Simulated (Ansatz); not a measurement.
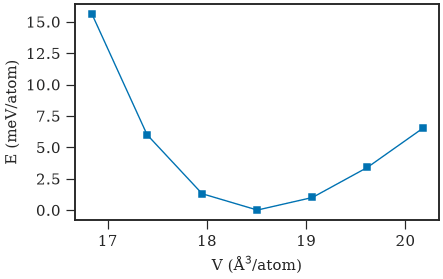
VCl2O in space group Immm (No. 71; V on 2d, Cl on 4i, O on 2a) under volume change, the program Ansatz at the r²SCAN+D4 level (PAW), shape and atoms relaxed at each volume.

What does a third-order Birch–Murnaghan fit give for V₀, B₀ and B′?

V₀ = 18.51 Å³/atom, B₀ = 21.8 GPa, B′ = 13.2.

The workflow started from a Materials Project entry (that database holds measured and hypothetical structures alike); the Crystallography Open Database copy checked does not list it. Its standing as an ambient phase is unchecked. Symmetry was held in the r²SCAN+D4 relaxation; its stability against distortions is not shown here. The final state is ferromagnetic, chosen from 3 collinear starts compared on coarse meshes (ties went to the first, and starts can fall back to one state), not a proven ground state. Other orbital occupations within this spin state were not tried. No Hubbard U is applied.

Potentials: the later of the program's two PAW sets.
